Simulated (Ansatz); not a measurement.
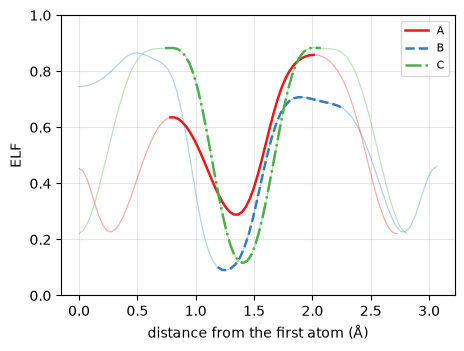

Figure. CaAs$_{2}$Cl$_{2}$. ELF along straight lines between neighbouring atoms. Thin, pale parts lie inside the atomic spheres.

Space group P6₃/mmc; built by placing these elements on a known structure type; not relaxed (largest force 1.1 eV/Å); computed pressure about 3 GPa in this cell.

The calculation used Ansatz 0.2.0, DFT, PAW plane waves, PBE.

In a PAW calculation such maps are meaningful between the atoms, not at the nuclei.

Question: Which curve belongs to which contact (As–Cl, Ca–As and Cl–Cl)? The first atom named is at distance zero.

Answer: Curve A: As–Cl (2.73 Å): the ELF peaks at about 0.85 in the valence shell of Cl, 0.7 Å from its nucleus, and drops to about 0.30 between the two atoms. Curve B: Ca–As (3.07 Å): the ELF peaks at about 0.70 in the valence shell of As, 1.1 Å from its nucleus, and drops to about 0.10 between the two atoms. Curve C: Cl–Cl (2.81 Å): the ELF peaks at about 0.90 in the valence shell of Cl, 0.8 Å from its nucleus, and drops to about 0.10 between the two atoms.
